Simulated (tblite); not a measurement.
## Run report: B$_{5}$H$_{8}$Br, saddle-point search

System: B$_{5}$H$_{8}$Br (nido-B5H9 (Br for H, site a on B)).
Method: GFN2-xTB saddle search (eigenvector following) and harmonic vibrations, gas phase (tblite 0.8.0).

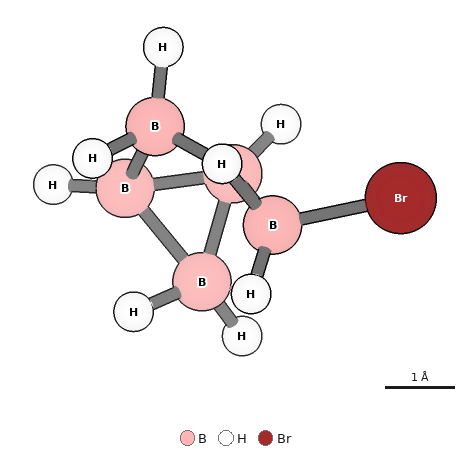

**Figure 1.** The starting structure (ball-and-stick view, seen at a tilt). Bond lengths as drawn: B–B 1.59 to 1.79 Å, B–Br 1.95 Å and B–H 1.16 to 1.34 Å.

## Input
```
{"job": {"xc": "GFN2-xTB", "basis": "xTB", "kind": "saddle"}, "charge": 0, "multiplicity": 1}
B     -1.436441     0.273812    -0.183554
B      0.215553     0.916118     0.921598
B     -0.351186    -0.729794     0.548004
B     -0.405085    -0.888634    -1.038016
B      1.257485    -0.483287    -0.499041
H     -2.482913     0.532477     0.273672
Br     0.562792     1.173085     2.827124
H     -0.366126    -1.527910     1.399913
H     -0.634201    -1.427599    -2.041301
H      2.113391    -1.220641    -0.172049
H     -0.024518     1.958584     0.405663
H      1.346897     0.564033     0.335972
H      1.472816     0.101202    -1.509637
H     -1.268464     0.758554    -1.268349
```

The first line tells a small driver script what to run in tblite; the rest is the geometry in Å.

Command:
```bash
OMP_NUM_THREADS=1 python <driver script> task.json out
```

## What the program printed
```
step      E/eV     max force
  0    -388.82026   0.0439
  1    -388.82377   0.0248
  2    -388.82380   0.0022
lowest wavenumbers (cm-1): -212.6 115.1 161.9 203.8 276.0 335.5
```

## Trajectory as extended XYZ (Å, eV, eV/Å), 3 frames, from step=0 to step=2
```
14
Properties=species:S:1:pos:R:3:forces:R:3 step=0 energy=-388.82026
B    -1.4364    0.2738   -0.1836    0.0020   0.0120   0.0110
B     0.2156    0.9161    0.9216    0.0070   0.0080   0.0030
B    -0.3512   -0.7298    0.5480   -0.0120   0.0020   0.0100
B    -0.4051   -0.8886   -1.0380    0.0040   0.0080   0.0050
B     1.2575   -0.4833   -0.4990   -0.0050   0.0210  -0.0060
H    -2.4829    0.5325    0.2737    0.0030  -0.0360  -0.0250
Br    0.5628    1.1731    2.8271    0.0140  -0.0110  -0.0140
H    -0.3661   -1.5279    1.3999    0.0090   0.0270   0.0000
H    -0.6342   -1.4276   -2.0413    0.0010  -0.0040   0.0070
H     2.1134   -1.2206   -0.1720   -0.0320  -0.0150  -0.0120
H    -0.0245    1.9586    0.4057    0.0130   0.0050   0.0060
H     1.3469    0.5640    0.3360   -0.0270  -0.0120   0.0230
H     1.4728    0.1012   -1.5096    0.0120   0.0130  -0.0050
H    -1.2685    0.7586   -1.2683    0.0100  -0.0180  -0.0010
14
Properties=species:S:1:pos:R:3:forces:R:3 step=1 energy=-388.82377
B    -1.4487    0.2659   -0.1986   -0.0060   0.0020  -0.0010
B     0.2174    0.9278    0.9386    0.0100   0.0050   0.0000
B    -0.3593   -0.7051    0.5596    0.0010   0.0030  -0.0010
B    -0.3977   -0.8907   -1.0303   -0.0030  -0.0020  -0.0070
B     1.2544   -0.4826   -0.5199    0.0100   0.0060  -0.0100
H    -2.5082    0.5024    0.2386    0.0080  -0.0040  -0.0050
Br    0.5737    1.1777    2.8414    0.0000   0.0000  -0.0010
H    -0.3588   -1.5035    1.4107    0.0000   0.0010  -0.0020
H    -0.6347   -1.4502   -2.0208   -0.0010   0.0040   0.0060
H     2.1014   -1.2406   -0.2182   -0.0060   0.0100  -0.0040
H     0.0069    1.9728    0.4173    0.0010  -0.0070   0.0030
H     1.3393    0.5255    0.3626   -0.0080  -0.0030  -0.0020
H     1.4754    0.1457   -1.5039   -0.0020  -0.0130   0.0210
H    -1.2613    0.7547   -1.2773   -0.0030  -0.0020   0.0030
14
Properties=species:S:1:pos:R:3:forces:R:3 step=2 energy=-388.82380
B    -1.4487    0.2653   -0.1976   -0.0010   0.0010   0.0000
B     0.2180    0.9282    0.9387    0.0000   0.0000   0.0000
B    -0.3586   -0.7052    0.5592    0.0000   0.0000   0.0010
B    -0.3993   -0.8888   -1.0311    0.0000  -0.0010  -0.0020
B     1.2539   -0.4822   -0.5197   -0.0010   0.0000   0.0000
H    -2.5086    0.5025    0.2372    0.0010   0.0000   0.0000
Br    0.5749    1.1775    2.8414    0.0000   0.0000   0.0000
H    -0.3570   -1.5040    1.4100    0.0000   0.0000   0.0000
H    -0.6368   -1.4489   -2.0210    0.0000   0.0000   0.0010
H     2.1003   -1.2397   -0.2165    0.0000  -0.0010   0.0000
H     0.0065    1.9728    0.4177    0.0000   0.0000   0.0000
H     1.3381    0.5262    0.3620    0.0000   0.0000   0.0000
H     1.4771    0.1446   -1.5027    0.0000   0.0010   0.0000
H    -1.2597    0.7516   -1.2776    0.0000   0.0000   0.0000
```

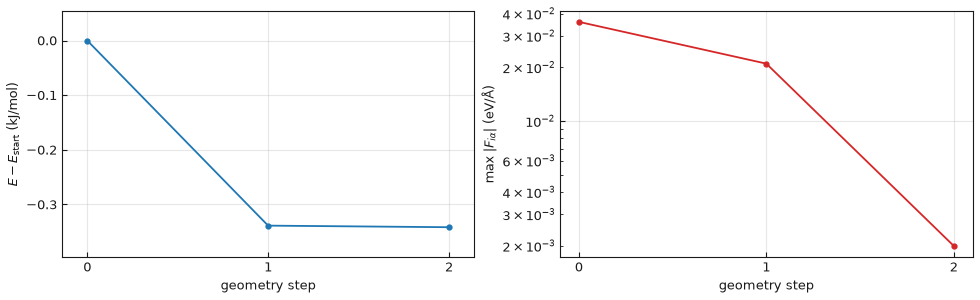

**Figure 2.** Progress of the saddle-point search, step by step (steps are counted from 0).

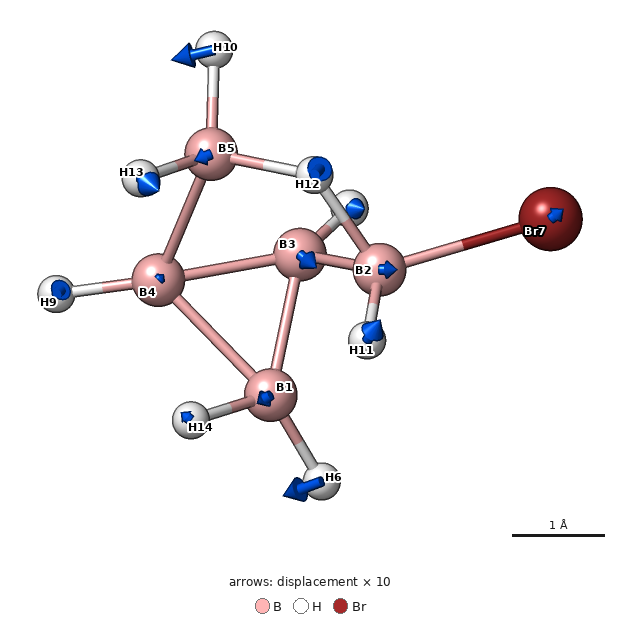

**Figure 3.** The starting structure with the displacements as blue arrows, magnified 10 times (ball-and-stick view, seen at a tilt). The two geometries are laid on each other by the best rigid fit. The largest move after the best rigid fit is that of H6, 0.054 Å. Largest moves by element: H 0.054 Å, B 0.028 Å, Br 0.019 Å. Among the contacts that change: B4–B5 1.794 → 1.778 Å, B2–B3 1.780 → 1.773 Å, B3–B4 1.595 → 1.601 Å, B1–B3 1.649 → 1.644 Å. Among the angles that change: B2–H12–B5 115.2° → 117.5°. Over 2 geometry steps the energy falls by 0.34 kJ/mol. The largest force component goes from 0.036 to 0.002 eV/Å. (Atoms are counted from 1 in the order of the input.)

## Summary

| quantity | value |
| --- | --- |
| outcome | converged |
| total energy | −388.8238 eV |
| point group | C1 |
| hardware | 1 CPU thread, shared host |
| wall time | 2.2 s |
| peak memory | 0.18 GiB |
